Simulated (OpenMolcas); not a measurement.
# Run report: Pd⁶⁺, multiconfigurational calculation

- system: Pd⁶⁺.
- method: state-averaged SS-CASPT2, IPEA shift 0.5, real shift 0.25 hartree, closed shells 3d 4s 4p correlated, active space 4 electrons in the shell 4d, basis ANO-RCC-VDZP, DKH3 scalar Hamiltonian, spin-orbit coupling by RASSI with atomic mean-field integrals (OpenMolcas)

### Key numbers

```
                                 quantity                                                                 value
                                  outcome              converged; degenerate states are split by up to 298 cm⁻¹
                             lowest level                                                               4d⁴ ⁵D₀
                      first excited level                                                     4d⁴ ⁵D₁, 934 cm⁻¹
      energy of the lowest spin-free term                                                   −5034.00723 hartree
    energy of the lowest spin-orbit level                                                   −5034.02754 hartree
                CASPT2 correlation energy                                                       −0.2094 hartree
largest spread among components of a term                                                            298.4 cm⁻¹
                  lowest reference weight                                                                 0.961
                                 hardware  1 thread of Arm Neoverse V1, 24 GiB of memory available, shared host
                                wall time                                                                  16 s
```

### Remarks

The components of ¹F, which symmetry makes degenerate, are split by 298 cm⁻¹ in CASPT2, and those of 9 more by over 50 cm⁻¹. This is an artefact; the levels of such states rest on averages and are uncertain by about as much. The run is of multi-state type; this report uses its single-state energies. Caveats: small basis contracted for the neutral atom, rough for a high charge; only configurations of the active space are included.

### Input file
```
&GATEWAY
Coord
1

Pd 0.0 0.0 0.0
Basis=ANO-RCC-VDZP
Group=XYZ
NoMove
AngMom=0.0 0.0 0.0
AMFI
&SEWARD
Relativistic=R03O02
&RASSCF
FileOrb=start.orb
Symmetry=1
Spin=5
nActEl=4 0 0
Inactive=9 9
Ras2=5 0
CIRoot=5 5 1
SDav=5
CIMx=300
Iter=120 100
PrWF=0.3
OrbListing=Nothing
MaxOrb=0
Atom
>>> COPY $Project.JobIph JOB001
&RASSCF
FileOrb=start.orb
Symmetry=1
Spin=3
nActEl=4 0 0
Inactive=9 9
Ras2=5 0
CIRoot=45 45 1
SDav=45
CIMx=300
Iter=120 100
PrWF=0.3
OrbListing=Nothing
MaxOrb=0
Atom
CIOnly
>>> COPY $Project.JobIph JOB002
&RASSCF
FileOrb=start.orb
Symmetry=1
Spin=1
nActEl=4 0 0
Inactive=9 9
Ras2=5 0
CIRoot=50 50 1
SDav=50
CIMx=300
Iter=120 100
PrWF=0.3
OrbListing=Nothing
MaxOrb=0
Atom
CIOnly
>>> COPY $Project.JobIph JOB003
&RASSI
NrOfJobIphs=3 5 45 50
1 2 3 4 5
1 2 3 4 5 6 7 8 9 10 11 12 13 14 15 16 17 18 19 20 21 22 23 24 25 26 27
28 29 30 31 32 33 34 35 36 37 38 39 40 41 42 43 44 45
1 2 3 4 5 6 7 8 9 10 11 12 13 14 15 16 17 18 19 20 21 22 23 24 25 26 27
28 29 30 31 32 33 34 35 36 37 38 39 40 41 42 43 44 45 46 47 48 49 50
IphNames
JOB001
JOB002
JOB003
EJob
SpinOrbit
DIPRint=1.0
SOCoupling=1000.0
Subsets=2
MEES
Property=10
'ANGMOM' 1 'ANGMOM' 2 'ANGMOM' 3 'MLTPL  1' 1 'MLTPL  1' 2 'MLTPL  1' 3
'AMFI' 1 'AMFI' 2 'AMFI' 3 'MLTPL  2' 6
SOProperty=3
'ANGMOM' 1 'ANGMOM' 2 'ANGMOM' 3
>>> COPY JOB001 $Project.JobIph
&CASPT2
Multistate=5 1 2 3 4 5
Frozen=3 6
IPEA=0.5
Shift=0.25
MaxIter=60
WThr=0.0 0.3 0.05
PrWF=0.5
NoMix
>>> COPY JOB002 $Project.JobIph
&CASPT2
Multistate=45 1 2 3 4 5 6 7 8 9 10 11 12 13 14 15 16 17 18 19 20 21 22
23 24 25 26 27 28 29 30 31 32 33 34 35 36 37 38 39 40 41 42 43 44 45
Frozen=3 6
IPEA=0.5
Shift=0.25
MaxIter=60
WThr=0.0 0.3 0.05
PrWF=0.5
NoMix
>>> COPY JOB003 $Project.JobIph
&CASPT2
Multistate=50 1 2 3 4 5 6 7 8 9 10 11 12 13 14 15 16 17 18 19 20 21 22
23 24 25 26 27 28 29 30 31 32 33 34 35 36 37 38 39 40 41 42 43 44 45 46
47 48 49 50
Frozen=3 6
IPEA=0.5
Shift=0.25
MaxIter=60
WThr=0.0 0.3 0.05
PrWF=0.5
NoMix
```

The file start.orb holds starting orbitals from an earlier step. A driver script formed the levels outside the program, from RASSI's spin-orbit matrix and the CASPT2 energies (for multi-state variants, the effective Hamiltonian), averaged over the components of each term or state. The log and the time are those of the CASPT2 step.

Launched with:
```bash
OMP_NUM_THREADS=1 MOLCAS_MEM=2252 MOLCAS_PROJECT=a pymolcas a.inp > a.log  # once for each step of the input, in one work folder
```

### Output (extracts)
```
--- CASPT2 ---
Orbital specifications:
      -----------------------

      Symmetry species                           1   2
                                                ag  au
      Frozen orbitals                            3   6
      Inactive orbitals                          6   3
      Active orbitals                            5   0
      Secondary orbitals                         7  13
      Deleted orbitals                           0   0
      Number of basis functions                 21  22
Type of calculation                        MS-CASPT2
      Fock operator                              state-specific
      IPEA shift                                 0.50
      Real shift                                 0.25
      Imaginary shift                            0.00
      The input orbitals will be transformed to quasi-canonical
Reference energy:       -5033.7978433513
      E2 (Non-variational):      -0.2018166672
      Shift correction:          -0.0075239420
      E2 (Variational):          -0.2093406093
      Total energy:           -5034.0071839605
      Residual norm:              0.0000002639
      Reference weight:           0.97078
      Contributions to the CASPT2 correlation energy
      Active & Virtual Only:         -0.0235294059
      One Inactive Excited:          -0.0940010752
      Two Inactive Excited:          -0.0842861861
Reference energy:       -5033.7978433513
      E2 (Non-variational):      -0.2018752121
      Shift correction:          -0.0075298393
      E2 (Variational):          -0.2094050514
      Total energy:           -5034.0072484027
      Residual norm:              0.0000002527
      Reference weight:           0.97076
      Contributions to the CASPT2 correlation energy
      Active & Virtual Only:         -0.0235294834
      One Inactive Excited:          -0.0940599920
      Two Inactive Excited:          -0.0842857368
::    CASPT2 Root  1     Total energy:  -5034.00718396
::    CASPT2 Root  2     Total energy:  -5034.00724840
::    CASPT2 Root  3     Total energy:  -5034.00720109
::    CASPT2 Root  4     Total energy:  -5034.00725559
::    CASPT2 Root  5     Total energy:  -5034.00725140
::    MS-CASPT2 Root  1     Total energy:  -5034.00726344
::    MS-CASPT2 Root  2     Total energy:  -5034.00725943
::    MS-CASPT2 Root  3     Total energy:  -5034.00724290
::    MS-CASPT2 Root  4     Total energy:  -5034.00721843
::    MS-CASPT2 Root  5     Total energy:  -5034.00715625
--- CASPT2 ---
Orbital specifications:
      -----------------------

      Symmetry species                           1   2
                                                ag  au
      Frozen orbitals                            3   6
      Inactive orbitals                          6   3
      Active orbitals                            5   0
      Secondary orbitals                         7  13
      Deleted orbitals                           0   0
      Number of basis functions                 21  22
Type of calculation                        MS-CASPT2
      Fock operator                              state-specific
      IPEA shift                                 0.50
      Real shift                                 0.25
      Imaginary shift                            0.00
      The input orbitals will be transformed to quasi-canonical
Reference energy:       -5033.6939654476
      E2 (Non-variational):      -0.2029046473
      Shift correction:          -0.0076275527
      E2 (Variational):          -0.2105322000
      Total energy:           -5033.9044976476
      Residual norm:              0.0000002298
      Reference weight:           0.97039
      Contributions to the CASPT2 correlation energy
      Active & Virtual Only:         -0.0203825745
      One Inactive Excited:          -0.1033095342
      Two Inactive Excited:          -0.0792125386
Reference energy:       -5033.6939654476
      E2 (Non-variational):      -0.2027955451
      Shift correction:          -0.0076206926
      E2 (Variational):          -0.2104162377
      Total energy:           -5033.9043816853
      Residual norm:              0.0000002293
      Reference weight:           0.97042
      Contributions to the CASPT2 correlation energy
      Active & Virtual Only:         -0.0203477218
      One Inactive Excited:          -0.1032414297
      Two Inactive Excited:          -0.0792063936
::    CASPT2 Root  1     Total energy:  -5033.90449765
::    CASPT2 Root  2     Total energy:  -5033.90438169
::    CASPT2 Root  3     Total energy:  -5033.90444889
::    CASPT2 Root  4     Total energy:  -5033.90445039
::    CASPT2 Root  5     Total energy:  -5033.90473897
::    CASPT2 Root  6     Total energy:  -5033.90446692
::    CASPT2 Root  7     Total energy:  -5033.90449563
::    CASPT2 Root  8     Total energy:  -5033.90441670
::    CASPT2 Root  9     Total energy:  -5033.90445642
::    CASPT2 Root 10     Total energy:  -5033.90458629
::    CASPT2 Root 11     Total energy:  -5033.90483591
::    CASPT2 Root 12     Total energy:  -5033.90023532
::    CASPT2 Root 13     Total energy:  -5033.90023344
::    CASPT2 Root 14     Total energy:  -5033.90023421
::    CASPT2 Root 15     Total energy:  -5033.89605421
::    CASPT2 Root 16     Total energy:  -5033.89622265
::    CASPT2 Root 17     Total energy:  -5033.89607045
::    CASPT2 Root 18     Total energy:  -5033.89574251
::    CASPT2 Root 19     Total energy:  -5033.89575183
::    CASPT2 Root 20     Total energy:  -5033.89623383
::    CASPT2 Root 21     Total energy:  -5033.89612829
::    CASPT2 Root 22     Total energy:  -5033.88549564
::    CASPT2 Root 23     Total energy:  -5033.88557165
::    CASPT2 Root 24     Total energy:  -5033.88553727
::    CASPT2 Root 25     Total energy:  -5033.88555088
::    CASPT2 Root 26     Total energy:  -5033.88551342
::    CASPT2 Root 27     Total energy:  -5033.88543195
::    CASPT2 Root 28     Total energy:  -5033.88539266
::    CASPT2 Root 29     Total energy:  -5033.88552414
::    CASPT2 Root 30     Total energy:  -5033.88563991
--- CASPT2 ---
Orbital specifications:
      -----------------------

      Symmetry species                           1   2
                                                ag  au
      Frozen orbitals                            3   6
      Inactive orbitals                          6   3
      Active orbitals                            5   0
      Secondary orbitals                         7  13
      Deleted orbitals                           0   0
      Number of basis functions                 21  22
Type of calculation                        MS-CASPT2
      Fock operator                              state-specific
      IPEA shift                                 0.50
      Real shift                                 0.25
      Imaginary shift                            0.00
      The input orbitals will be transformed to quasi-canonical
Reference energy:       -5033.6420264958
      E2 (Non-variational):      -0.2052718411
      Shift correction:          -0.0078117832
      E2 (Variational):          -0.2130836243
      Total energy:           -5033.8551101201
      Residual norm:              0.0000002071
      Reference weight:           0.96970
      Contributions to the CASPT2 correlation energy
      Active & Virtual Only:         -0.0191730834
      One Inactive Excited:          -0.1093771665
      Two Inactive Excited:          -0.0767215911
Reference energy:       -5033.6420264958
      E2 (Non-variational):      -0.2050394375
      Shift correction:          -0.0077932300
      E2 (Variational):          -0.2128326675
      Total energy:           -5033.8548591633
      Residual norm:              0.0000002109
      Reference weight:           0.96977
      Contributions to the CASPT2 correlation energy
      Active & Virtual Only:         -0.0191104367
      One Inactive Excited:          -0.1092189980
      Two Inactive Excited:          -0.0767100028
::    CASPT2 Root  1     Total energy:  -5033.85511012
::    CASPT2 Root  2     Total energy:  -5033.85485916
::    CASPT2 Root  3     Total energy:  -5033.85473766
::    CASPT2 Root  4     Total energy:  -5033.85499460
::    CASPT2 Root  5     Total energy:  -5033.85483609
::    CASPT2 Root  6     Total energy:  -5033.85496213
::    CASPT2 Root  7     Total energy:  -5033.85467791
::    CASPT2 Root  8     Total energy:  -5033.85449048
::    CASPT2 Root  9     Total energy:  -5033.85452056
::    CASPT2 Root 10     Total energy:  -5033.85446634
::    CASPT2 Root 11     Total energy:  -5033.85518368
::    CASPT2 Root 12     Total energy:  -5033.85480080
::    CASPT2 Root 13     Total energy:  -5033.85504035
::    CASPT2 Root 14     Total energy:  -5033.85491101
::    CASPT2 Root 15     Total energy:  -5033.85533581
::    CASPT2 Root 16     Total energy:  -5033.85546720
::    CASPT2 Root 17     Total energy:  -5033.85577382
::    CASPT2 Root 18     Total energy:  -5033.85528052
::    CASPT2 Root 19     Total energy:  -5033.85622980
::    CASPT2 Root 20     Total energy:  -5033.85562858
::    CASPT2 Root 21     Total energy:  -5033.85581198
::    CASPT2 Root 22     Total energy:  -5033.85536043
::    CASPT2 Root 23     Total energy:  -5033.84148554
::    CASPT2 Root 24     Total energy:  -5033.81782372
::    CASPT2 Root 25     Total energy:  -5033.81780382
::    CASPT2 Root 26     Total energy:  -5033.81776461
::    CASPT2 Root 27     Total energy:  -5033.81774692
::    CASPT2 Root 28     Total energy:  -5033.81779009
::    CASPT2 Root 29     Total energy:  -5033.79405096
::    CASPT2 Root 30     Total energy:  -5033.79458128
```

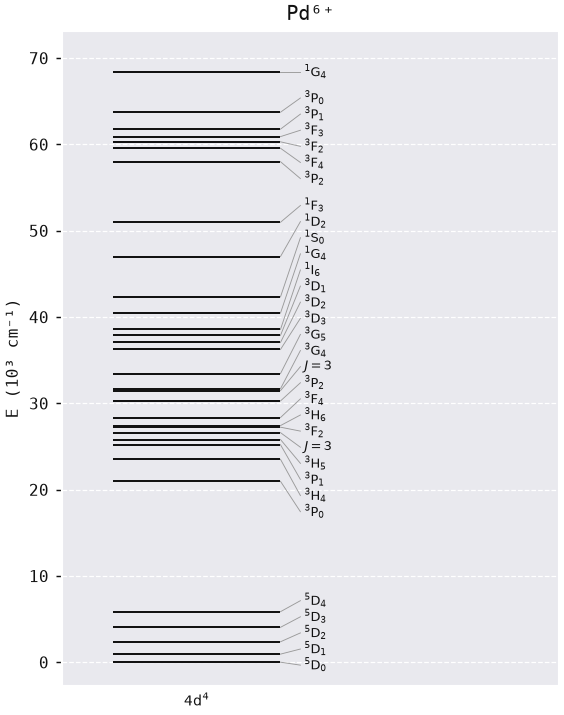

Fig. 1: Level diagram of Pd⁶⁺. The lowest level is 4d⁴ ⁵D₀. The first excited level, 4d⁴ ⁵D₁, lies at 934 cm⁻¹. The ground term spreads over 5,850 cm⁻¹ in the order J = 0, 1, 2, 3, 4, a normal multiplet. All levels drawn have even parity, so no electric dipole line joins them. The leading LS term holds 87 % of a level on average, 94 % of the ground level. Spin-orbit coupling puts the ground level 4,460 cm⁻¹ below the lowest spin-free term.

```csv
Configuration,Level,E (cm⁻¹),Landé g
4d⁴,⁵D₀,0,–
4d⁴,⁵D₁,934,1.500
4d⁴,⁵D₂,"2,365",1.498
4d⁴,⁵D₃,"4,041",1.496
4d⁴,⁵D₄,"5,852",1.493
4d⁴,³P₀,"20,960",–
4d⁴,³H₄,"23,510",0.889
4d⁴,³P₁,"25,200",1.475
4d⁴,³H₅,"25,800",1.055
4d⁴,"J = 3 (even, mixed)","26,600",0.935
4d⁴,³F₂,"27,230",0.688
4d⁴,³H₆,"27,420",1.157
4d⁴,³F₄,"28,350",1.120
4d⁴,³P₂,"30,270",1.459
4d⁴,"J = 3 (even, mixed)","31,460",0.908
4d⁴,³G₄,"31,690",1.075
4d⁴,³G₅,"33,440",1.179
4d⁴,³D₃,"36,230",1.320
```
